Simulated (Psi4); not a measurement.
# One shape, several levels: AlHO2 (SMILES [O]=[Al][OH])

We compute a comparison of 6 runs (HF/STO-3G, B3LYP/6-31G*, M06-2X/pcseg-2, A-CCSD(T)/DZ, EOM-CC2/6-311G) of AlHO2. 

The calculation is run with Psi4 1.11.

5 further runs of the same task are left out: 5 set aside as unsound or not needed.

### Step 1. Starting point

AlHO2: 4 atoms, total charge 0, spin state singlet. As SMILES, `[O]=[Al][OH]`. Geometry: a GFN2-xTB relaxation, a rough one for these elements and not checked as a minimum.

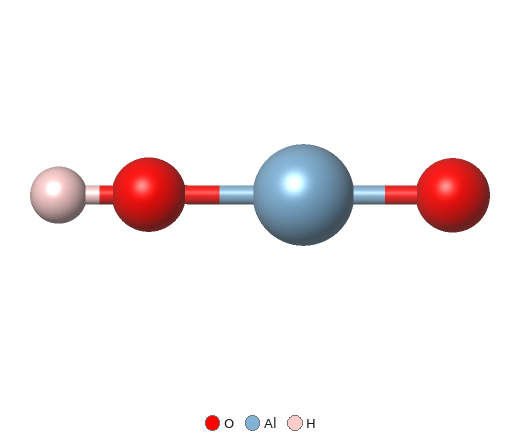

Viewed from a chosen angle; oxygen red, aluminium light blue, hydrogen pink.

### Step 2. Energy and forces at HF/STO-3G (run 1)

Input file job.json:

```json
{
  "schema_name": "qcschema_input",
  "schema_version": 1,
  "molecule": {
    "schema_name": "qcschema_molecule",
    "schema_version": 2,
    "symbols": ["O", "Al", "O", "H"],
    "geometry": [-3.0345789, -2.65268415, -1.23058965, -0.89576798, -0.78436862, -0.3615613, 1.32044613, 1.1509188, 0.53876092, 2.60990075, 2.28613397, 1.05339003],
    "molecular_charge": 0,
    "molecular_multiplicity": 1,
    "fix_symmetry": "c1"
  },
  "driver": "gradient",
  "model": {
    "method": "scf",
    "basis": "STO-3G"
  },
  "keywords": {
    "puream": true,
    "e_convergence": 1e-09,
    "d_convergence": 1e-08,
    "scf_type": "pk",
    "scf_properties": ["MULLIKEN_CHARGES", "DIPOLE", "QUADRUPOLE"]
  }
}
```

On the command line:

```console
psi4 --qcschema job.json -n 1 --memory 1600MB
```

stdout:

```text
[...]
  Running in c1 symmetry.
[...]
  Nuclear repulsion =   87.552351018068592
[...]
  Multiplicity = 1
[...]
  Nalpha       = 15
  Nbeta        = 15
[...]
    Number of basis functions: 20
[...]
   @RHF iter   1:  -386.87902850892402   -1.67977e+00   2.67373e-02 DIIS/ADIIS
[...]
   @RHF iter  11:  -387.18612843968441   -1.42109e-12   5.80465e-09 DIIS
[...]
    Orbital Energies [Eh]
    ---------------------
    Doubly Occupied:
       1A    -57.750457     2A    -20.092629     3A    -19.991883
       4A     -4.700310     5A     -2.927783     6A     -2.925921
       7A     -2.925921     8A     -1.172346     9A     -1.029554
      10A     -0.579784    11A     -0.347275    12A     -0.347274
      13A     -0.257949    14A     -0.220953    15A     -0.220953
[...]
  @RHF Final Energy:  -387.18612843968441
   => Energetics <=
    Nuclear Repulsion Energy =             87.5523510180685918
    One-Electron Energy =                -718.4949811179297967
    Two-Electron Energy =                 243.7565016601767525
    Total Energy =                       -387.1861284396844098
[...]
 Multipole Moments:
 ------------------------------------------------------------------------------------
     Multipole            Electronic (a.u.)      Nuclear  (a.u.)        Total (a.u.)
 ------------------------------------------------------------------------------------
 L = 1.  Multiply by 2.5417464519 to convert [e a0] to [Debye]
 Dipole X            :         -0.7306781            1.7384876            1.0078095
 Dipole Y            :         -0.6388065            1.5226856            0.8838792
 Dipole Z            :         -0.2956184            0.7016850            0.4060667
 Magnitude           :                                                    1.4006471
 L = 2.  Multiply by 1.3450342976 to convert [e a0^2] to [Debye ang]
 Quadrupole XX       :       -102.7311589           87.7122365          -15.0189223
 Quadrupole XY       :        -79.2462412           76.6364330           -2.6098082
[...]
  Mulliken Charges: (a.u.)
   Center  Symbol    Alpha    Beta     Spin     Total
       1     O     4.26552  4.26552  0.00000 -0.53104
       2    AL     6.02300  6.02300  0.00000  0.95400
       3     O     4.31028  4.31028  0.00000 -0.62057
       4     H     0.40120  0.40120  0.00000  0.19760
   Total alpha = 15.00000, Total beta = 15.00000, Total charge = -0.00000
[...]
  -Total Gradient:
     Atom            X                  Y                   Z
    ------   -----------------  -----------------  -----------------
       1        0.006040610108     0.005294844091     0.002433976961
       2       -0.038385659864    -0.033689762131    -0.015422965068
       3        0.040319309728     0.035642802582     0.015945963063
       4       -0.007974259971    -0.007247884542    -0.002956974956
[...]
```

The result, in JSON:

```text
{
 "driver": "gradient",
 "model": {
  "method": "scf",
  "basis": "STO-3G"
 },
 "success": true,
 "return_result": [0.006040610107815175, 0.005294844090930506, 0.0024339769612455042, -0.038385659864494395, -0.03368976213130983, -0.015422965068285346, 0.04031930972806655, 0.035642802582292396, 0.015945963063332194, -0.007974259971277098, -0.007247884541699168, -0.0029569749560972858],
 "properties": {
  "calcinfo_nbasis": 20,
  "calcinfo_nmo": 20,
  "calcinfo_nalpha": 15,
  "calcinfo_nbeta": 15,
  "calcinfo_natom": 4,
  "nuclear_repulsion_energy": 87.55235101806859,
  "return_energy": -387.1861284396844,
  "return_gradient": [0.006040610107815175, 0.005294844090930506, 0.0024339769612455042, -0.038385659864494395, -0.03368976213130983, -0.015422965068285346, 0.04031930972806655, 0.035642802582292396, 0.015945963063332194, -0.007974259971277098, -0.007247884541699168, -0.0029569749560972858],
  "scf_one_electron_energy": -718.4949811179298,
  "scf_two_electron_energy": 243.75650166017675,
  "scf_dipole_moment": [1.0078094755401474, 0.8838791509266657, 0.4060666673012111],
  "scf_total_energy": -387.1861284396844,
  "scf_total_gradient": [0.006040610107815175, 0.005294844090930506, 0.0024339769612455042, -0.038385659864494395, -0.03368976213130983, -0.015422965068285346, 0.04031930972806655, 0.035642802582292396, 0.015945963063332194, -0.007974259971277098, -0.007247884541699168, -0.0029569749560972858],
  "scf_iterations": 11
 }
}
```

It took 2.2 s on 1 thread of Intel Xeon Platinum 8259CL at 2.50GHz (Skylake/Cascade Lake), shared host; peak memory 0.18 GiB.

### Step 3. Energy and gradient at B3LYP/6-31G(d) (Cartesian functions) (run 2)

Input file job.py:

```python
import psi4

psi4.set_memory(1600000000)
psi4.set_num_threads(1)
psi4.core.set_output_file('output.dat', False)

molecule = psi4.geometry("""
O     -3.03457890    -2.65268415    -1.23058965
Al    -0.89576798    -0.78436862    -0.36156130
O      1.32044613     1.15091880     0.53876092
H      2.60990075     2.28613397     1.05339003
units au
symmetry c1
no_reorient
no_com
""")

options = {'basis': '6-31G*', 'puream': False, 'e_convergence': 1e-09, 'd_convergence': 1e-08, 'scf_type': 'pk', 'dft_radial_points': 99, 'dft_spherical_points': 590}
psi4.set_options(options)

e_tot, wfn = psi4.gradient("b3lyp", return_wfn=True)
psi4.oeprop(wfn, "MAYER_INDICES", "LOWDIN_CHARGES", "DIPOLE")
print('gradient / Eh bohr^-1')
print(e_tot.np.round(6))
print(f'energy = {wfn.energy():.10f} Eh')
for k, v in sorted(psi4.core.scalar_variables().items()):
    print(f'{k:45s} {v:18.10f}')
```

On the command line:

```console
python job.py
```

output.dat:

```text
[...]
  Running in c1 symmetry.
[...]
  Nuclear repulsion =   87.552351018068592
[...]
  Multiplicity = 1
[...]
  Nalpha       = 15
  Nbeta        = 15
[...]
    Number of basis functions: 51
[...]
   @RKS iter   1:  -392.92178315469079   -1.70321e-01   2.30894e-02 DIIS/ADIIS
[...]
   @RKS iter  12:  -393.49359256906877   -2.95586e-12   1.06105e-09 DIIS
[...]
    Orbital Energies [Eh]
    ---------------------
    Doubly Occupied:
       1A    -56.056424     2A    -19.173859     3A    -19.079011
       4A     -4.151525     5A     -2.705560     6A     -2.705560
       7A     -2.700701     8A     -1.011750     9A     -0.849388
      10A     -0.577053    11A     -0.364954    12A     -0.364952
      13A     -0.299732    14A     -0.255384    15A     -0.255384
[...]
  @RKS Final Energy:  -393.49359256906877
   => Energetics <=
    Nuclear Repulsion Energy =             87.5523510180685918
    One-Electron Energy =                -720.0097040687802519
    Two-Electron Energy =                 268.2825587377067222
    DFT Exchange-Correlation Energy =     -29.3187982560638787
    Empirical Dispersion Energy =           0.0000000000000000
    VV10 Nonlocal Energy =                  0.0000000000000000
    Total Energy =                       -393.4935925690687668
[...]
  -Total Gradient:
     Atom            X                  Y                   Z
    ------   -----------------  -----------------  -----------------
       1        0.023976531941     0.020949066303     0.009731421219
       2       -0.015180735295    -0.013292699309    -0.006128650084
       3       -0.006982320193    -0.006025801479    -0.002912175649
       4       -0.001811832875    -0.001629125610    -0.000689918219
[...]
 Multipole Moments:
 ------------------------------------------------------------------------------------
     Multipole            Electronic (a.u.)      Nuclear  (a.u.)        Total (a.u.)
 ------------------------------------------------------------------------------------
 L = 1.  Multiply by 2.5417464519 to convert [e a0] to [Debye]
 Dipole X            :         24.2751570          -22.7481451            1.5270119
 Dipole Y            :         21.2622218          -19.9247809            1.3374409
 Dipole Z            :          9.7984729           -9.1815367            0.6169362
 Magnitude           :                                                    2.1215852
[...]
```

The script printed:

```text
gradient / Eh bohr^-1
[[ 0.023977  0.020949  0.009731]
 [-0.015181 -0.013293 -0.006129]
 [-0.006982 -0.006026 -0.002912]
 [-0.001812 -0.001629 -0.00069 ]]
energy = -393.4935925691 Eh
CURRENT ENERGY                                   -393.4935925691
CURRENT REFERENCE ENERGY                         -393.4935925691
DD SOLVATION ENERGY                                 0.0000000000
DFT FUNCTIONAL TOTAL ENERGY                      -393.4935925691
DFT TOTAL ENERGY                                 -393.4935925691
DFT VV10 ENERGY                                     0.0000000000
DFT XC ENERGY                                     -29.3187982561
GRID ELECTRONS ALPHA                               15.0000000494
GRID ELECTRONS BETA                                15.0000000494
GRID ELECTRONS TOTAL                               30.0000000988
NUCLEAR REPULSION ENERGY                           87.5523510181
ONE-ELECTRON ENERGY                              -720.0097040688
PCM POLARIZATION ENERGY                             0.0000000000
PE ENERGY                                           0.0000000000
SCF ITERATION ENERGY                             -393.4935925691
SCF ITERATIONS                                     12.0000000000
SCF TOTAL ENERGY                                 -393.4935925691
TWO-ELECTRON ENERGY                               268.2825587377
XC GRID RADIAL POINTS                              99.0000000000
XC GRID SPHERICAL POINTS                          590.0000000000
XC GRID TOTAL POINTS                           224677.0000000000
```

It took 9 s on 1 thread of Intel Xeon Platinum 8259CL at 2.50GHz (Skylake/Cascade Lake), shared host; peak memory 0.5 GiB.

Runs 3 to 5 aren't shown in full; the table further down has their settings and results.

### Step 4. The excited states at EOM-CC2/6-311G (density fitting) (run 6)

Input file alho2.inp:

```
memory 1.6 GB

molecule molecule1 {
  0 1
  O     -1.605830    -1.403740    -0.651200
  Al    -0.474020    -0.415070    -0.191330
  O      0.698750     0.609040     0.285100
  H      1.381100     1.209770     0.557430
  units angstrom
  symmetry c1
  no_reorient
  no_com
}

set {
  basis 6-311G
  freeze_core true
  roots_per_irrep [3]
}

energy("eom-cc2")
```

On the command line:

```console
psi4 -n 1 alho2.inp alho2.out
```

alho2.out:

```text
[...]
  Running in c1 symmetry.
[...]
  Nuclear repulsion =   87.552350944766232
[...]
  Multiplicity = 1
[...]
  Nalpha       = 15
  Nbeta        = 15
[...]
    Number of basis functions: 50
[...]
   @RHF iter   1:  -391.90195297899481   -9.65423e-01   1.73865e-02 DIIS/ADIIS
[...]
   @RHF iter  12:  -392.21353864680270   -1.36424e-12   2.52965e-09 DIIS
[...]
    Orbital Energies [Eh]
    ---------------------
    Doubly Occupied:
       1A    -58.527775     2A    -20.573476     3A    -20.463367
       4A     -4.946805     5A     -3.264738     6A     -3.260228
       7A     -3.260228     8A     -1.350231     9A     -1.175617
      10A     -0.771160    11A     -0.554265    12A     -0.554264
      13A     -0.443798    14A     -0.402706    15A     -0.402706
[...]
  @RHF Final Energy:  -392.21353864680270
   => Energetics <=
    Nuclear Repulsion Energy =             87.5523509447662320
    One-Electron Energy =                -719.6290498557124238
    Two-Electron Energy =                 239.8631602641434881
    Total Energy =                       -392.2135386468027036
[...]
 Multipole Moments:
 ------------------------------------------------------------------------------------
     Multipole            Electronic (a.u.)      Nuclear  (a.u.)        Total (a.u.)
 ------------------------------------------------------------------------------------
 L = 1.  Multiply by 2.5417464519 to convert [e a0] to [Debye]
 Dipole X            :         24.5771385          -22.7481452            1.8289933
 Dipole Y            :         21.5276041          -19.9247809            1.6028232
 Dipole Z            :          9.9196820           -9.1815367            0.7381453
 Magnitude           :                                                    2.5414793
[...]
      * MP2 total energy                      = -392.542611174120566
[...]
                     Excitation Energy              Total Energy
[...]
```

Run time: 10 s. Hardware: 1 thread of Intel Xeon Platinum 8259CL at 2.50GHz (Skylake/Cascade Lake), shared host; peak memory 0.24 GiB.

The roots found:

```csv
excited state,energy (eV)
1,3.487
2,3.487
3,4.846
```

### Step 5. The series

```csv
run,level,Cartesian functions,integration grid,energy (Eh),HOMO energy (eV),LUMO energy (eV),HOMO–LUMO gap (eV),wall time
1,HF/STO-3G,no,–,-387.186128,-6.01,9.17,15.19,2.2 s
2,B3LYP/6-31G* (Cartesian functions),yes,99 radial × 590 angular,-393.493593,-6.95,-2.19,4.76,9 s
3,M06-2X/pcseg-2,no,99 radial × 590 angular,-393.517616,-9.11,-1.57,7.54,44 s
4,"A-CCSD(T)/DZ (density fitting with cc-pvqz-jkfit, Cartesian functions)",yes,–,-392.506390,-11.00,1.04,12.05,6.9 s
5,"A-CCSD(T)/DZ (density fitting, Cartesian functions)",yes,–,-392.506390,-11.00,1.04,12.05,6.9 s
6,EOM-CC2/6-311G (density fitting),no,–,-392.563931,-10.96,0.88,11.84,10 s
```

### Step 6. Summary of results

| quantity | value |
| --- | --- |
| run 6: ground-state or mean-field energy | -392.56393 Eh |
| run 6: HOMO energy (Hartree–Fock orbitals) | -10.96 eV |
| run 6: LUMO energy (Hartree–Fock orbitals) | 0.88 eV |
| run 6: HOMO–LUMO gap (Hartree–Fock orbitals) | 11.84 eV |
| run 6: T1 diagnostic | 0.045 |
| run 6: lowest excitation energy | 3.49 eV |

**Reading.** Over runs 1, 2, 3 the dipole moment (its size) runs from 3.56 D (HF/STO-3G) to 6.00 D (M06-2X/pcseg-2). The two ends differ in method and basis. Over runs 1, 2, 3 the HOMO–LUMO gap runs from 4.76 eV (B3LYP/6-31G*) to 15.19 eV (HF/STO-3G). Totals of different functionals can't be ranked against each other. In run 6 the T1 diagnostic is large, so a single reference may not serve. In run 1 the basis is minimal, so the values are rough. All runs together took 79 s, the longest 44 s.
